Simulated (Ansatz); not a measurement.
# C₃H₇NOSi: a ladder of functionals and wavefunction methods

How much do the methods differ for C₃H₇NOSi? The plan is to run it at one geometry with functionals of several rungs and with coupled cluster, and see how far each lands from CCSD(T) at the basis-set limit for the atomisation energy.

Method: functionals in def2-TZVPP, the program's frozen cores in correlated methods; program: Ansatz 0.2.0, Gaussian basis.

The runs, in order: LDA (SPW92), PBE-D4, revPBE-D4, BLYP-D4, r2SCAN-D4, B97M-V, PBE0-D4, B3LYP-D4, r2SCANh-D4, r2SCAN0-D4, HSE06-D4, BHLYP-D4, CAM-B3LYP-D4, LC-ωPBE, ωB97X-V, ωB97M-V, B2PLYP, PBE-QIDH; CCSD(T)/def2-SVP; CCSD(T)/def2-TZVPP; MP2/def2-QZVPP; extrapolation to the limit; RPA on PBE.

## (1) The relaxed structure

The geometry comes from an earlier relaxation with PBE0-D4 in a triple-zeta def2 set; it is a stationary point, not always the lowest conformer.

SMILES `C[SiH2]C1N=CO1`, 13 atoms, charge 0, spin multiplicity 1.

Atoms are counted from 1 here; the program's logs count them from 0.

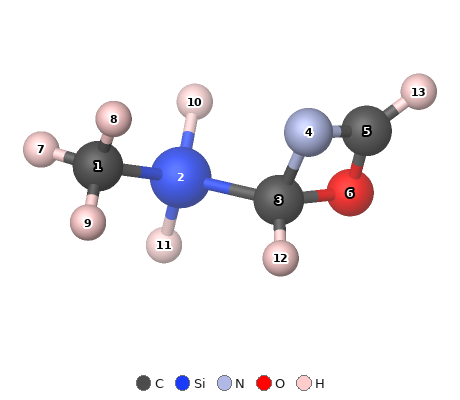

The geometry (carbon dark grey, silicon blue, nitrogen light blue, oxygen red, hydrogen pink); atoms are numbered from 1 in the order of the file.

Geometry (Å):

```xyz
13

C    -0.9278   -1.8728    0.2797
Si    0.5858   -0.8442   -0.0750
C     0.2573    0.9399    0.4867
N    -0.7590    1.6272   -0.3123
C     0.2173    2.3604   -0.6956
O     1.2822    1.8793   -0.0169
H    -0.7972   -2.8939   -0.0853
H    -1.7990   -1.4377   -0.2146
H    -1.1295   -1.9215    1.3522
H     0.8891   -0.7746   -1.5269
H     1.7757   -1.3542    0.6591
H     0.1313    1.0756    1.5644
H     0.2942    3.1817   -1.4010
```

## (2) LDA

This LDA is Slater exchange with PW92 correlation.

in.yaml

```yaml
crystal:
  periodic: [false, false, false]
  atoms:
    - {symbol: C, position_ang: [-0.927828, -1.872815, 0.279749]}
    - {symbol: Si, position_ang: [0.585806, -0.844160, -0.074964]}
    - {symbol: C, position_ang: [0.257322, 0.939885, 0.486665]}
    - {symbol: N, position_ang: [-0.759024, 1.627150, -0.312329]}
    - {symbol: C, position_ang: [0.217346, 2.360397, -0.695577]}
    - {symbol: O, position_ang: [1.282205, 1.879290, -0.016852]}
    - {symbol: H, position_ang: [-0.797167, -2.893946, -0.085312]}
    - {symbol: H, position_ang: [-1.798965, -1.437711, -0.214600]}
    - {symbol: H, position_ang: [-1.129535, -1.921520, 1.352240]}
    - {symbol: H, position_ang: [0.889091, -0.774570, -1.526890]}
    - {symbol: H, position_ang: [1.775701, -1.354159, 0.659108]}
    - {symbol: H, position_ang: [0.131334, 1.075592, 1.564429]}
    - {symbol: H, position_ang: [0.294216, 3.181668, -1.400970]}
basis:
  gaussian: {orbitals: def2-TZVPP}
hamiltonian: {xc: lda}
output: {orbitals: {seedname: orbitals}}
```

On the command line:

```
$ ansatz run in.yaml --threads 4 --pin off --events-out ev --progress --plain --max-ram 10444MiB
```

The runs that follow: PBE-D4 (GGA); revPBE-D4 (GGA); BLYP-D4 (GGA); r2SCAN-D4 (meta-GGA); B97M-V (meta-GGA); PBE0-D4 (hybrid); B3LYP-D4 (hybrid); r2SCANh-D4 (hybrid); r2SCAN0-D4 (hybrid); HSE06-D4 (hybrid); BHLYP-D4 (hybrid); CAM-B3LYP-D4 (range-separated); LC-ωPBE (range-separated); ωB97X-V (range-separated); ωB97M-V (range-separated); B2PLYP (double hybrid); PBE-QIDH (double hybrid); CCSD(T) in def2-SVP; CCSD(T) in def2-TZVPP; MP2 in def2-QZVPP; RPA on PBE orbitals.

**Question.** What will the summary of the whole plan be? Wanted: atomisation energy, CCSD(T)/CBS; farthest beyond LDA; mean size of error, GGA; mean size of error, meta-GGA; mean size of error, hybrid; mean size of error, range-separated; mean size of error, double hybrid; gap, smallest and largest; T1 diagnostic.

As calculated:

```
                               quantity                                                                 value
        atomisation energy, CCSD(T)/CBS                                                         5009.6 kJ/mol
 functionals within 25.0 kJ/mol (0.5 %)  revPBE-D4, BLYP-D4, r2SCAN-D4, B97M-V, B3LYP-D4, r2SCANh-D4, LC-ωPBE
                    farthest beyond LDA                                              BHLYP-D4 (-176.9 kJ/mol)
                mean size of error, GGA                                                           67.3 kJ/mol
           mean size of error, meta-GGA                                                           16.3 kJ/mol
             mean size of error, hybrid                                                           59.9 kJ/mol
    mean size of error, range-separated                                                           26.4 kJ/mol
      mean size of error, double hybrid                                                           36.6 kJ/mol
              gap, smallest and largest                                 5.62 eV (BLYP-D4), 13.13 eV (LC-ωPBE)
                          T1 diagnostic                                                                0.0142
triples share of the correlation energy                                                                 4.3 %
```

What this shows: LDA overbinds by 809.7 kJ/mol (16 %). PBE-D4 is off by +156.7 kJ/mol. Double hybrids carry the basis error of their MP2 part in triple zeta, and no dispersion term here, so their miss is partly the set-up's. By mean error the best rung here is meta-GGA (16.3 kJ/mol) and the worst beyond LDA is GGA (67.3 kJ/mol). The gap between the best rungs is small, so their order is not settled. The reference freezes the cores and leaves out relativity and excitations past (T), so misses under about 25.0 kJ/mol can't be ranked. Hartree-Fock recovers 70 % of the binding; the rest is correlation. CCSD(T) in def2-SVP is off by -279.6 kJ/mol, so the small basis spoils what the method gains. The gap grows from 5.6 to 13.1 eV across the functionals, mostly with the share of exact exchange.
